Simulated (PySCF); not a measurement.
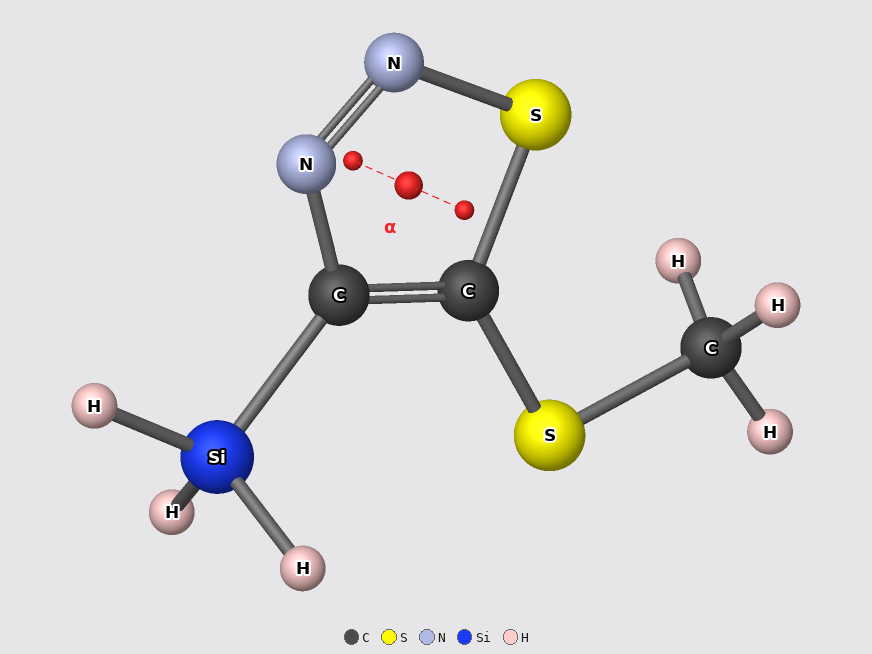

The small points mark where nucleus-independent chemical shifts (NICS) were computed: at the centre of each lettered ring and 1 Å above and below it. Computed geometry: GFN2-xTB optimisation. No frequency run is at hand to confirm it as a minimum. Properties computed with GIAO PBE0/pcSseg-1 NMR shielding, non-relativistic, gas phase (PySCF 2.14.0).

Give NICS(0), NICS(1) and the out-of-plane component NICS(1)zz for each ring (means of the two sides).

```csv
ring,members,NICS(0),NICS(1),NICS(1)zz
α,C2N2S,−11.4,−12.6,−29.6
```

Values in ppm.

**What do the values say about the ring currents?**

Ring α: diatropic, as in an aromatic ring. NICS is one index among several.

The geometry is semi-empirical. Around Si such bond lengths and angles can be off by a tenth of an ångström or more and by several degrees, and values that hang on the shape move with them.
